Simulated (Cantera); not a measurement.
Charge: 1 mol CH3Cl, a varied amount of Si, held at 2698 K and 100000 Pa.

These are equilibrium values from Cantera (NASA tables, ideal gas, pure condensed phases), not measurements of a reactor. Candidate condensed phases: C, C6H6, C7H8, C8H18, Si, SiC; 109 gas species. The tables' values for SiCl, SiCl3 are old estimates; treat these amounts as uncertain. Gases not in the tables: Si2H6 and higher silanes. Equilibrium is a limit: real reactors are often held back by kinetics, nucleation or transport.

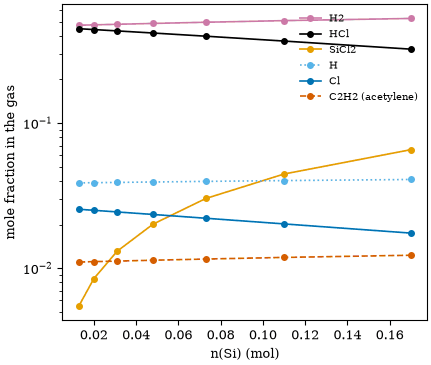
Figure. Equilibrium gas composition (values under 1e-9 drawn at 1e-9)

### Question
Read off the mole fractions at 0.11 mol Si.

### Answer
H2 about 0.51, HCl about 0.37, SiCl2 about 0.045, H about 0.040, Cl about 0.020, C2H2 (acetylene) about 0.012.
